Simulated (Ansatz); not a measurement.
# CH₃F₃SeSi: one species, many methods

Aim: compute CH₃F₃SeSi with functionals from several rungs and with coupled cluster, and see how far each lands from CCSD(T) at the basis-set limit for the atomisation energy.

Computed with Ansatz 0.2.0, Gaussian basis. Level: functionals in def2-TZVPP, the program's frozen cores in correlated methods.

Levels to be run: LDA (SPW92), PBE-D4, revPBE-D4, BLYP-D4, r2SCAN-D4, B97M-V, PBE0-D4, B3LYP-D4, r2SCANh-D4, r2SCAN0-D4, HSE06-D4, BHLYP-D4, CAM-B3LYP-D4, LC-ωPBE, ωB97X-V, ωB97M-V, B2PLYP, PBE-QIDH; CCSD(T)/def2-SVP; CCSD(T)/def2-TZVPP; MP2/def2-QZVPP; extrapolation to the limit; RPA on PBE.

### 1 Structure used throughout

An earlier PBE0-D4 in a triple-zeta def2 set relaxation fixed the geometry.

SMILES `C[Se][Si](F)(F)F`, 9 atoms, charge 0, spin multiplicity 1.

Atoms are counted from 1 here; the program's logs count them from 0.

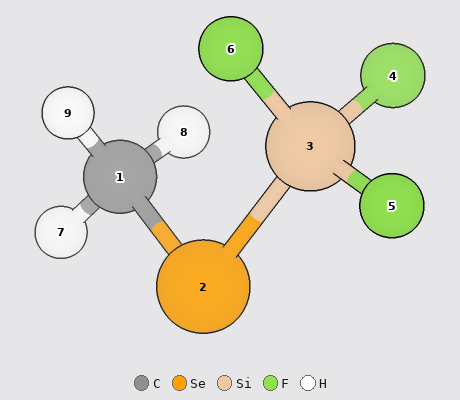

The geometry (carbon grey, selenium orange, silicon light orange, fluorine green, hydrogen white); atoms are numbered from 1 in the order of the file.

### 2 LDA

This LDA is Slater exchange with PW92 correlation.

File in.yaml:

```yaml
crystal:
  periodic: [false, false, false]
  atoms:
    - {symbol: C, position_ang: [-0.160042, -1.247482, 0.982487]}
    - {symbol: Se, position_ang: [1.402002, -0.434566, 0.112005]}
    - {symbol: Si, position_ang: [0.250514, 1.152784, -0.932244]}
    - {symbol: F, position_ang: [-0.842206, 0.572094, -1.911845]}
    - {symbol: F, position_ang: [1.238905, 2.045374, -1.771342]}
    - {symbol: F, position_ang: [-0.538496, 2.091037, 0.061814]}
    - {symbol: H, position_ang: [0.232097, -2.079007, 1.564246]}
    - {symbol: H, position_ang: [-0.856380, -1.617733, 0.234292]}
    - {symbol: H, position_ang: [-0.637894, -0.528801, 1.643486]}
basis:
  gaussian: {orbitals: def2-TZVPP}
hamiltonian: {xc: lda}
output: {orbitals: {seedname: orbitals}}
```

Started as:

```console
$ ansatz run in.yaml --threads 4 --pin off --events-out ev --progress --plain --max-ram 11315MiB
```

After this run come: PBE-D4 (GGA); revPBE-D4 (GGA); BLYP-D4 (GGA); r2SCAN-D4 (meta-GGA); B97M-V (meta-GGA); PBE0-D4 (hybrid); B3LYP-D4 (hybrid); r2SCANh-D4 (hybrid); r2SCAN0-D4 (hybrid); HSE06-D4 (hybrid); BHLYP-D4 (hybrid); CAM-B3LYP-D4 (range-separated); LC-ωPBE (range-separated); ωB97X-V (range-separated); ωB97M-V (range-separated); B2PLYP (double hybrid); PBE-QIDH (double hybrid); CCSD(T) in def2-SVP; CCSD(T) in def2-TZVPP; MP2 in def2-QZVPP; RPA on PBE orbitals.

**Question.** What will the summary of the whole plan be? Wanted: atomisation energy, CCSD(T)/CBS; farthest beyond LDA; mean size of error, GGA; mean size of error, meta-GGA; mean size of error, hybrid; mean size of error, range-separated; mean size of error, double hybrid; gap, smallest and largest; T1 diagnostic.

**Answer**, as computed:

```
                               quantity                                                      value
        atomisation energy, CCSD(T)/CBS                                              3641.4 kJ/mol
 functionals within 36.4 kJ/mol (1.0 %)  PBE-D4, r2SCAN-D4, B97M-V, CAM-B3LYP-D4, ωB97X-V, ωB97M-V
                    farthest beyond LDA                                   BHLYP-D4 (-170.3 kJ/mol)
                mean size of error, GGA                                                50.6 kJ/mol
           mean size of error, meta-GGA                                                18.3 kJ/mol
             mean size of error, hybrid                                                77.4 kJ/mol
    mean size of error, range-separated                                                31.3 kJ/mol
      mean size of error, double hybrid                                                62.8 kJ/mol
              gap, smallest and largest                  4.67 eV (LDA (SPW92)), 11.78 eV (LC-ωPBE)
                          T1 diagnostic                                                     0.0107
triples share of the correlation energy                                                      3.2 %
```

In words: The LDA atomisation energy is off by 511.0 kJ/mol (14 %): it overbinds. PBE-D4 misses by +28.4 kJ/mol. Double hybrids carry the basis error of their MP2 part in triple zeta, and no dispersion term here, so their miss is partly the set-up's. The rungs meta-GGA, range-separated miss on average by less than the doubt on the reference (36.4 kJ/mol), so they tie. The reference freezes the cores and leaves out relativity and excitations past (T), and its outer-core shells are covered unevenly, so misses under about 36.4 kJ/mol can't be ranked. All levels share the lack of spin-orbit coupling, which lowers the free heavy atoms and so the true binding. Hartree-Fock recovers 73 % of the binding; the rest is correlation. CCSD(T) in def2-SVP is off by -315.8 kJ/mol, so the small basis spoils what the method gains. Orbital gaps span 4.7 to 11.8 eV; exact exchange widens them. Correlated methods include outer-core shells of Se, which these sets cover unevenly.
